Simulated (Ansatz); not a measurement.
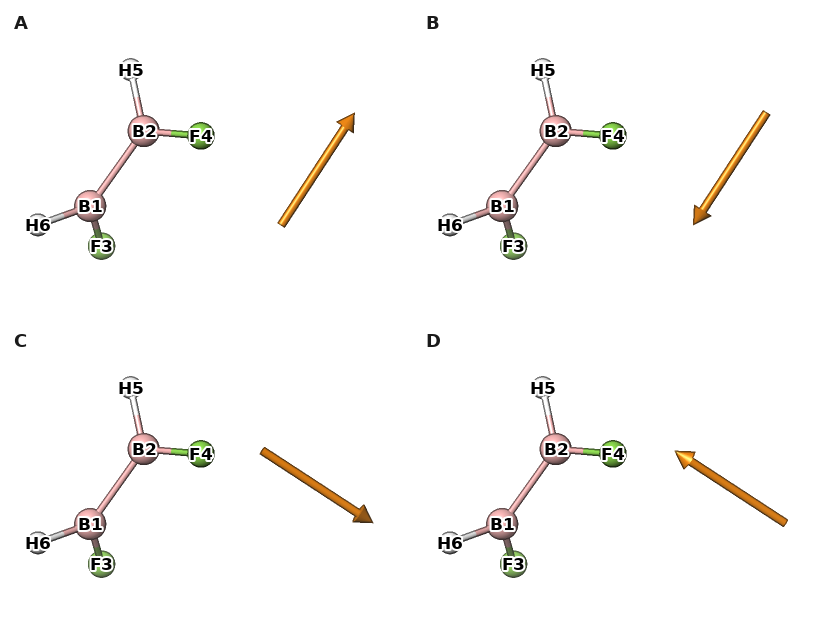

The same molecule four times, each with an arrow. The computed structure is the end point of a PBE-D4/def2-SVP optimisation. No frequency run is at hand to confirm it as a minimum. Level of theory: RKS PBE-D4/def2-SVP (Ansatz 0.2.0).

**Which arrow points along the dipole moment, from the negative to the positive end?**

D. The dipole moment is 0.46 D; it points from the side of F3, F4 to the side of H5, H6 (the outermost atoms at the two ends).
